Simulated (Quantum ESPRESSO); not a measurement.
# TePb (Fm-3m): from the cell to the phonon bands

How does TePb (Fm-3m) vibrate, and is this structure a minimum?

Method: DFT LDA, scalar-relativistic, plane waves, GBRV ultrasoft pseudopotentials, in Quantum ESPRESSO 7.5.

**What experiment says.**

“Correlated local dipoles in PbTe” (2017, arxiv:1709.02863) reports for PbTe, rocksalt, by single-crystal x-ray diffraction (melt-grown single-crystal fragment, about 42 um across, 125 K): lattice constant a (cubic lattice constant a at 125 K) 6.4397 ± 0.0001 Å.

For PbTe, rock salt (bulk crystal, 300 K), “Lattice Properties of PbX (X = S, Se, Te): Experimental Studies and ab initio Calculations Including Spin-Orbit Effects” (2008, arxiv:0808.3152) quotes earlier work: infrared mode (TO at Gamma) 32 cm⁻¹ [soft, strongly temperature-dependent mode (18 cm-1 at 5 K); room-temperature value not …].

## (1) The structure

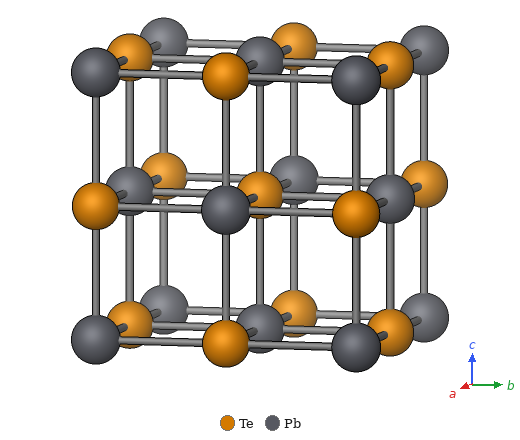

The starting structure, seen slightly off an axis (tellurium orange, lead dark grey). This picture shows the conventional cell, with its axes. Some periodic images of atoms are drawn too.

Coordinates:

```
CELL_PARAMETERS angstrom
-3.23100 0.00000 3.23100
0.00000 3.23100 3.23100
-3.23100 3.23100 0.00000
ATOMIC_POSITIONS crystal
Te 0.50000 0.50000 0.50000
Pb 0.00000 0.00000 0.00000
```

## (2) A first look

Before anything dear is run, a loose run with smearing shows whether this is a metal and how far the cell is from rest.

probe.in reads:

```
 &control
    calculation='scf',
    prefix='x',
    outdir='./tmp',
    pseudo_dir='./pseudo',
    tprnfor=.true.,
    tstress=.true.,
    verbosity='high',
 /
 &system
    ibrav=2,
    celldm(1)=12.21141022,
    nat=2,
    ntyp=2,
    ecutwfc=40.0,
    ecutrho=240.0,
    occupations='smearing',
    smearing='gaussian',
    degauss=0.01,
 /
 &electrons
    conv_thr=1.0d-07,
    mixing_beta=0.7,
    electron_maxstep=100,
 /
ATOMIC_SPECIES
 Te    127.6000  Te.upf
 Pb    207.2000  Pb.upf
ATOMIC_POSITIONS crystal
 Te     0.500000000   0.500000000   0.500000000
 Pb     0.000000000   0.000000000   0.000000000
K_POINTS automatic
 6 6 6 0 0 0
```

Launch:

```bash
$ OMP_NUM_THREADS=1 mpirun -n 4 pw.x -nk 4 -in probe.in > probe.out
```

Output:

```text
[banners, grids, parts of the stress and lines that vanish by symmetry left out]
Program PWSCF v.7.5
     bravais-lattice index     =            2
     lattice parameter (alat)  =      12.2114  a.u.
[...]
kinetic-energy cutoff     =      40.0000  Ry
     charge density cutoff     =     240.0000  Ry
     scf convergence threshold =      1.0E-07
[...]
Exchange-correlation= SLA  PZ   NOGX NOGC
                           (   1   1   0   0   0   0   0)
[...]
48 Sym. Ops., with inversion, found
[...]
(     0          1          0      )
                  (     0          0          1      )
[...]
(  0.0000000  1.0000000  0.0000000 )
                  (  0.0000000  0.0000000  1.0000000 )
[...]
(     1          0         -1      )
                  (     0          0         -1      )
[...]
(     0          1         -1      )
                  (     0          1          0      )
[...]
( -1.0000000  0.0000000  0.0000000 )
                  (  0.0000000  1.0000000  0.0000000 )
[...]
number of k points=    16  Gaussian smearing, width (Ry)=  0.0100
[...]
c_bands:  1 eigenvalues not converged
[...]
End of self-consistent calculation
[...]
the Fermi energy is     7.4217 ev
!    total energy              =    -190.62287042 Ry
[...]
convergence has been achieved in   7 iterations
[...]
atom    1 type  1   force =    -0.00000000   -0.00000000   -0.00000000
     atom    2 type  2   force =     0.00000000    0.00000000   -0.00000000
[...]
Total force =     0.000000     Total SCF correction =     0.000000
[...]
total   stress  (Ry/bohr**3)                   (kbar)     P=      -18.32
[...]
XML data file, charge density, pseudopotentials, collected wavefunctions

   JOB DONE.
```

Run time: 3.4 s. Hardware: 4 MPI ranks of Arm Neoverse V1, shared host.

Numbers from this step:

- volume per atom: 33.73 Å³
- pressure: -1.832 GPa
- gap on the k-mesh: 0.6235 eV

A gap of 0.62 eV opens on this mesh, so the crystal is taken as an insulator; the start stands at -1.8 GPa.

## (3) Relaxation

The relaxation runs at a cutoff a fifth above that of the response, since stress converges more slowly with the basis than frequencies do. Forces and stress are brought to rest with tight thresholds.

relax.in reads:

```
 &control
    calculation='vc-relax',
    prefix='x',
    outdir='./tmp',
    pseudo_dir='./pseudo',
    tprnfor=.true.,
    tstress=.true.,
    forc_conv_thr=2.0d-05,
    etot_conv_thr=1.0d-07,
    nstep=40,
 /
 &system
    ibrav=2,
    celldm(1)=12.21141022,
    nat=2,
    ntyp=2,
    ecutwfc=48,
    ecutrho=288.0,
    occupations='fixed',
    nbnd=12,
 /
 &electrons
    conv_thr=1.0d-11,
    mixing_beta=0.7,
    electron_maxstep=100,
 /
 &ions
 /
 &cell
    press_conv_thr=0.2,
 /
ATOMIC_SPECIES
 Te    127.6000  Te.upf
 Pb    207.2000  Pb.upf
ATOMIC_POSITIONS crystal
 Te     0.500000000   0.500000000   0.500000000
 Pb     0.000000000   0.000000000   0.000000000
K_POINTS automatic
 8 8 8 0 0 0
```

Launch:

```bash
$ OMP_NUM_THREADS=1 mpirun -n 4 pw.x -nk 4 -in relax.in > relax.out
```

Output:

```text
[banners, grids, parts of the stress and lines that vanish by symmetry left out]
[banner, memory and clock lines left out]
Program PWSCF v.7.5

[...]
kinetic-energy cutoff     =      48.0000  Ry
     charge density cutoff     =     288.0000  Ry
     scf convergence threshold =      1.0E-11
[...]
energy convergence thresh.=      1.0E-07
     force convergence thresh. =      2.0E-05
     press convergence thresh. =      2.0E-01
     Exchange-correlation= SLA  PZ   NOGX NOGC
                           (   1   1   0   0   0   0   0)
[...]
48 Sym. Ops., with inversion, found
[...]
number of k points=    29
[...]
c_bands:  4 eigenvalues not converged
     c_bands:  3 eigenvalues not converged
     c_bands:  1 eigenvalues not converged
[...]
End of self-consistent calculation
[...]
highest occupied, lowest unoccupied level (ev):     7.1103    7.7339
!    total energy              =    -190.62309564 Ry
[...]
convergence has been achieved in  12 iterations
[...]
atom    1 type  1   force =    -0.00000000    0.00000000    0.00000000
     atom    2 type  2   force =     0.00000000    0.00000000    0.00000000
     Total force =     0.000000     Total SCF correction =     0.000000
[...]
total   stress  (Ry/bohr**3)                   (kbar)     P=      -18.72
[...]
number of bfgs steps    =   0
[...]
CELL_PARAMETERS (alat= 12.21141022)
[...]
ATOMIC_POSITIONS (crystal)
Te               0.5000000000        0.5000000000        0.5000000000
Pb               0.0000000000        0.0000000000        0.0000000000
[...]
New effective cutoffs (rho, wfc):  288.55   48.30
[...]
End of self-consistent calculation
[...]
highest occupied, lowest unoccupied level (ev):     7.2544    7.8574
!    total energy              =    -190.62358280 Ry
[...]
convergence has been achieved in   9 iterations
[...]
atom    1 type  1   force =     0.00000000   -0.00000000    0.00000000
     atom    2 type  2   force =    -0.00000000    0.00000000   -0.00000000
     Total force =     0.000000     Total SCF correction =     0.000000
[...]
total   stress  (Ry/bohr**3)                   (kbar)     P=      -14.74
[...]
number of bfgs steps    =   1
[...]
CELL_PARAMETERS (alat= 12.21141022)
[...]
ATOMIC_POSITIONS (crystal)
Te               0.5000000000        0.5000000000        0.5000000000
Pb              -0.0000000000       -0.0000000000        0.0000000000
[...]
New effective cutoffs (rho, wfc):  291.34   48.77
[...]
End of self-consistent calculation
[...]
highest occupied, lowest unoccupied level (ev):     7.4746    8.0455
!    total energy              =    -190.62408882 Ry
[...]
convergence has been achieved in  11 iterations
[...]
atom    1 type  1   force =    -0.00000000   -0.00000000    0.00000000
     atom    2 type  2   force =     0.00000000    0.00000000   -0.00000000
     Total force =     0.000000     Total SCF correction =     0.000000
[...]
total   stress  (Ry/bohr**3)                   (kbar)     P=       -8.37
[...]
number of bfgs steps    =   2
[...]
CELL_PARAMETERS (alat= 12.21141022)
[...]
ATOMIC_POSITIONS (crystal)
[...]
New effective cutoffs (rho, wfc):  294.98   49.38
[...]
End of self-consistent calculation
[...]
highest occupied, lowest unoccupied level (ev):     7.7658    8.2928
!    total energy              =    -190.62430275 Ry
[...]
convergence has been achieved in  14 iterations
[...]
atom    1 type  1   force =     0.00000000    0.00000000   -0.00000000
     atom    2 type  2   force =    -0.00000000    0.00000000   -0.00000000
     Total force =     0.000000     Total SCF correction =     0.000000
[...]
total   stress  (Ry/bohr**3)                   (kbar)     P=        0.52
[...]
number of bfgs steps    =   3
[...]
CELL_PARAMETERS (alat= 12.21141022)
[...]
ATOMIC_POSITIONS (crystal)
[...]
New effective cutoffs (rho, wfc):  294.77   49.34
[...]
End of self-consistent calculation
[...]
highest occupied, lowest unoccupied level (ev):     7.7487    8.2784
!    total energy              =    -190.62430356 Ry
[...]
convergence has been achieved in  11 iterations
[...]
atom    1 type  1   force =     0.00000000   -0.00000000    0.00000000
     atom    2 type  2   force =    -0.00000000   -0.00000000   -0.00000000
     Total force =     0.000000     Total SCF correction =     0.000000
[...]
total   stress  (Ry/bohr**3)                   (kbar)     P=       -0.02
[...]
number of bfgs steps    =   4
[...]
small trust_radius: resetting bfgs history
[...]
CELL_PARAMETERS (alat= 12.21141022)
[...]
ATOMIC_POSITIONS (crystal)
[...]
New effective cutoffs (rho, wfc):  294.77   49.34
[...]
End of self-consistent calculation
[...]
highest occupied, lowest unoccupied level (ev):     7.7488    8.2785
!    total energy              =    -190.62430356 Ry
[...]
convergence has been achieved in   3 iterations
[...]
atom    1 type  1   force =    -0.00000000   -0.00000000    0.00000000
     atom    2 type  2   force =     0.00000000    0.00000000   -0.00000000
     Total force =     0.000000     Total SCF correction =     0.000000
[...]
total   stress  (Ry/bohr**3)                   (kbar)     P=       -0.01
[...]
bfgs converged in   6 scf cycles and   5 bfgs steps
[...]
End of BFGS Geometry Optimization
     Final enthalpy           =    -190.6243035580 Ry
     File ./tmp/x.bfgs deleted, as requested
[...]
CELL_PARAMETERS (alat= 12.21141022)
[...]
ATOMIC_POSITIONS (crystal)
Te               0.5000000000        0.5000000000        0.5000000000
Pb              -0.0000000000       -0.0000000000        0.0000000000
[...]
Final scf calculation at the relaxed structure.
[...]
kinetic-energy cutoff     =      48.0000  Ry
     charge density cutoff     =     288.0000  Ry
     scf convergence threshold =      1.0E-13
[...]
press convergence thresh. =      2.0E-01
     Exchange-correlation= SLA  PZ   NOGX NOGC
                           (   1   1   0   0   0   0   0)
[...]
48 Sym. Ops., with inversion, found
[...]
number of k points=    29
[...]
c_bands:  1 eigenvalues not converged
     c_bands:  1 eigenvalues not converged
[...]
End of self-consistent calculation
[...]
highest occupied, lowest unoccupied level (ev):     7.7488    8.2785
!    total energy              =    -190.62425948 Ry
[...]
convergence has been achieved in  13 iterations
[...]
atom    1 type  1   force =     0.00000000   -0.00000000    0.00000000
     atom    2 type  2   force =    -0.00000000    0.00000000   -0.00000000
     Total force =     0.000000     Total SCF correction =     0.000000
[...]
total   stress  (Ry/bohr**3)                   (kbar)     P=       -0.09
[...]
XML data file, charge density, pseudopotentials, collected wavefunctions
```

The job ended after 50 s (4 MPI ranks).

Relaxation path:

| step | energy less that of the first step (eV) | largest force (eV/Å) | pressure (GPa) | volume (Å³) |
| --- | --- | --- | --- | --- |
| 1 | 0.0000 | 0.0000 | -1.87 | 67.46 |
| 2 | -0.0066 | 0.0000 | -1.47 | 66.82 |
| 3 | -0.0135 | 0.0000 | -0.84 | 65.86 |
| 4 | -0.0164 | 0.0000 | 0.05 | 64.65 |
| 5 | -0.0164 | 0.0000 | 0.00 | 64.72 |
| 6 | -0.0164 | 0.0000 | 0.00 | 64.72 |
| 7 | -0.0158 | 0.0000 | -0.01 | 64.72 |

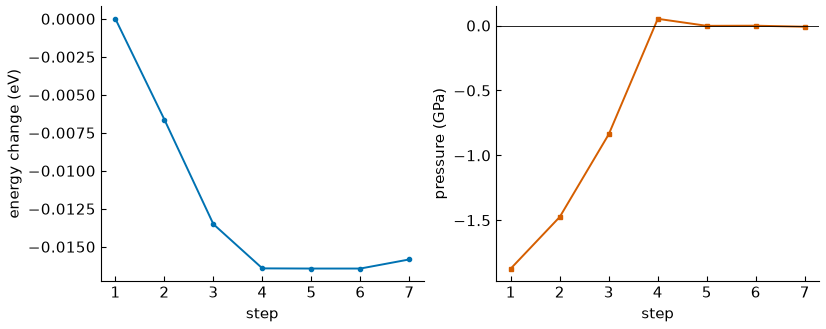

Energy and pressure along the relaxation.

| conventional cell, symmetrised | before | after | change |
| --- | --- | --- | --- |
| a (Å) | 6.462 | 6.373 | -1.4 % |
| b (Å) | 6.462 | 6.373 | -1.4 % |
| c (Å) | 6.462 | 6.373 | -1.4 % |
| volume (Å³/atom) | 33.73 | 32.36 | -4.1 % |

The relaxed structure:

```xyz
2
Lattice="-3.1866 0.0000 3.1866 0.0000 3.1866 3.1866 -3.1866 3.1866 0.0000" Properties=species:S:1:pos:R:3 pbc="T T T"
Te   -3.1866    3.1866    3.1866
Pb    0.0000    0.0000    0.0000
```

The last row of the table of steps is pw.x's closing run on a basis chosen anew for the final cell, so its energy can jump.

Read from the output:

```
volume per atom   : 32.36 Å³
pressure          : -0.009 GPa
gap on the k-mesh : 0.5297 eV
```

The volume changes by -4.1 % from the cell with which this run began.

## (4) Ground state

Perturbation theory inherits every error of the wavefunctions, so the threshold is set near the limit of the arithmetic. With a gap, occupations are fixed, which also allows the response to an electric field.

scf.in reads:

```
 &control
    calculation='scf',
    prefix='x',
    outdir='./tmp',
    pseudo_dir='./pseudo',
    tprnfor=.true.,
    tstress=.true.,
 /
 &system
    ibrav=2,
    celldm(1)=12.04355227,
    nat=2,
    ntyp=2,
    ecutwfc=40.0,
    ecutrho=240.0,
    occupations='fixed',
    nbnd=12,
 /
 &electrons
    conv_thr=1.0d-12,
    mixing_beta=0.7,
    electron_maxstep=100,
 /
ATOMIC_SPECIES
 Te    127.6000  Te.upf
 Pb    207.2000  Pb.upf
ATOMIC_POSITIONS crystal
 Te     0.500000000   0.500000000   0.500000000
 Pb     0.000000000   0.000000000   0.000000000
K_POINTS automatic
 8 8 8 0 0 0
```

Launch:

```bash
$ OMP_NUM_THREADS=1 mpirun -n 4 pw.x -nk 4 -in scf.in > scf.out
```

Output:

```text
[banners, grids, parts of the stress and lines that vanish by symmetry left out]
[banner, memory and clock lines left out]
Program PWSCF v.7.5

[...]
kinetic-energy cutoff     =      40.0000  Ry
     charge density cutoff     =     240.0000  Ry
     scf convergence threshold =      1.0E-12
[...]
Exchange-correlation= SLA  PZ   NOGX NOGC
                           (   1   1   0   0   0   0   0)
[...]
48 Sym. Ops., with inversion, found
[...]
number of k points=    29
[...]
c_bands:  3 eigenvalues not converged
     c_bands:  4 eigenvalues not converged
     c_bands:  2 eigenvalues not converged
     c_bands:  4 eigenvalues not converged
     c_bands:  2 eigenvalues not converged
[...]
End of self-consistent calculation
[...]
highest occupied, lowest unoccupied level (ev):     7.7488    8.2784
!    total energy              =    -190.62395535 Ry
[...]
convergence has been achieved in  13 iterations
[...]
atom    1 type  1   force =    -0.00000000    0.00000000   -0.00000000
     atom    2 type  2   force =     0.00000000    0.00000000    0.00000000
     Total force =     0.000000     Total SCF correction =     0.000000
[...]
total   stress  (Ry/bohr**3)                   (kbar)     P=        0.20
[...]
XML data file, charge density, pseudopotentials, collected wavefunctions
```

Run time: 9.3 s. Hardware: 4 MPI ranks; 37 s of CPU time.

Numbers from this step:

```
pressure          : 0.02 GPa
gap on the k-mesh : 0.5296 eV
```

The cell stands at 0.02 GPa, close enough for phonons.

(Continued in part 2 of 3.)

[Host names and launcher messages were left out of these logs when they were recorded.]

[Logs are printed without paths, hosts, clocks, repeated set-up lines and the standing remarks that a program may print on its own settings, such as how far it seeks lower states.]

[Hosts, paths, dates, database ids (printed as entryN), source tags and the programs' standing remarks are cut or masked in the printed files.]
